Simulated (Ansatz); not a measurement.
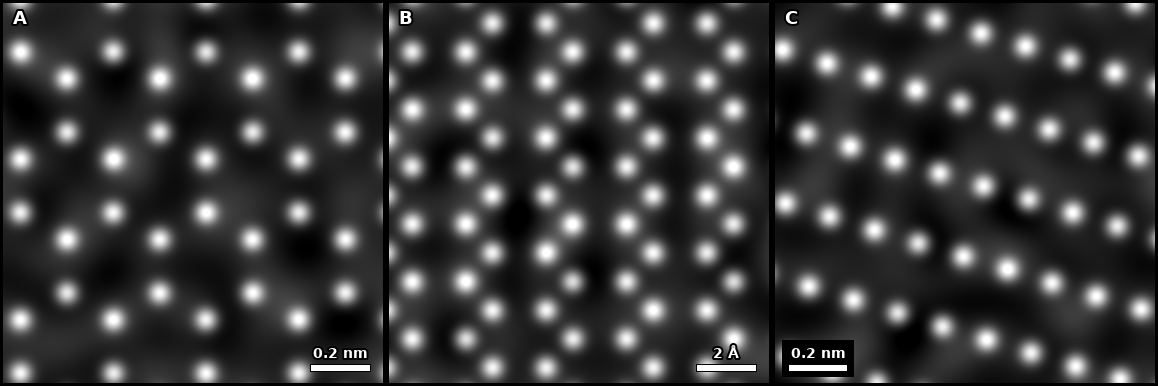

Three views of Hf (P6_3/mmc, No. 194) along different zone axes. The image is simulated as a sum over atoms of Z^1.7, blurred by a 0.65 Å probe (no channelling). The probe carries 25 % of its weight in a tail 2.5 times as wide. The speckle of an amorphous layer was added. Atomic positions: the input geometry of an electronic-structure calculation (not necessarily at equilibrium).

Space group P6_3/mmc (No. 194). a = 3.212 Å, b = 3.212 Å, c = 5.059 Å, α = 90.00°, β = 90.00°, γ = 120.00°
| atom | site | symmetry | x | y | z |
| --- | --- | --- | --- | --- | --- |
| Hf | 2d | -6m2 | 0.3333 | 0.6667 | 0.7500 |

Question: Match the panels to the zone axes [001], [201] and [210].

Answer: A is [001]: projected cell 3.21 × 3.21 Å, 120°, plane group p6mm. B is [201]: projected cell 1.99 × 2.95 Å, 110°, plane group c2mm. C is [210]: projected cell 1.61 × 2.53 Å, 90°, plane group p2mm.
